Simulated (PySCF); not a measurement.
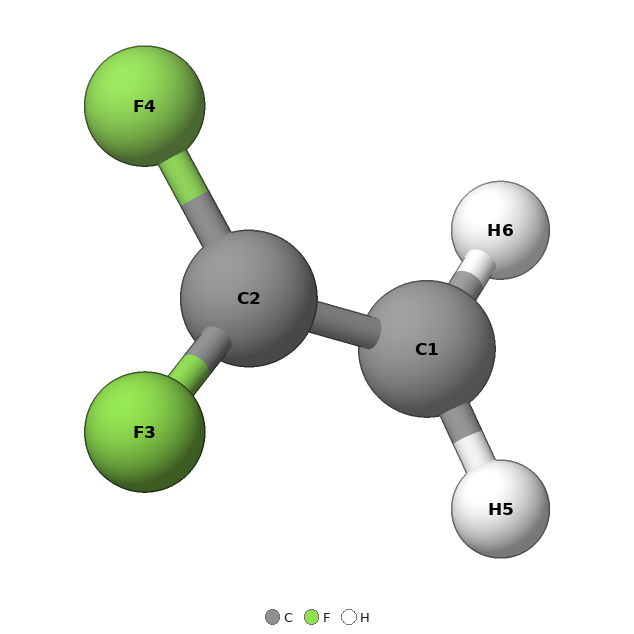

The computed structure is the end point of a GFN2-xTB optimisation. No frequency run is at hand to confirm it as a minimum. Properties computed with delta-SCF UKS SCAN, pcX-2 on the ionised atom, pcseg-1 elsewhere, spin-free X2C (PySCF 2.14.0).

Give the core-electron binding energies (to vacuum) of C1 1s, C2 1s, F3 1s.

```csv
atom,level,binding energy (eV)
C1,1s,291.1
C2,1s,295.9
F3,1s,694.3
```
